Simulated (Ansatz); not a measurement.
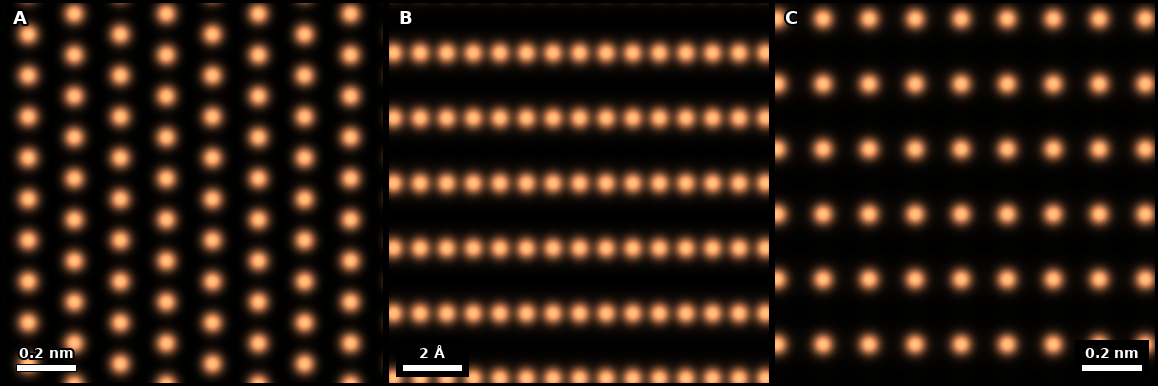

Three views of Mo (Im-3m, No. 229) along different zone axes. Simulation: incoherent imaging, intensity Z^1.7 per atom, probe width 0.50 Å, thin sample. The probe carries 15 % of its weight in a tail 2.5 times as wide. The display is stretched by a gamma of 0.8; percentages refer to the linear signal. Structure: a calculation's starting geometry.

Space group Im-3m (No. 229). a = 3.150 Å, b = 3.150 Å, c = 3.150 Å, α = 90.00°, β = 90.00°, γ = 90.00°
```json
{"atom": "Mo", "site": "2a", "symmetry": "m-3m", "x": "0.0000", "y": "0.0000", "z": "0.0000"}
```

Match the panels to the zone axes [110], [210] and [211].

A is [210]: projected cell 1.41 × 1.73 Å, 114°, plane group c2mm. B is [211]: projected cell 0.91 × 2.23 Å, 90°, plane group p2mm. C is [110]: projected cell 1.57 × 2.23 Å, 90°, plane group p2mm.
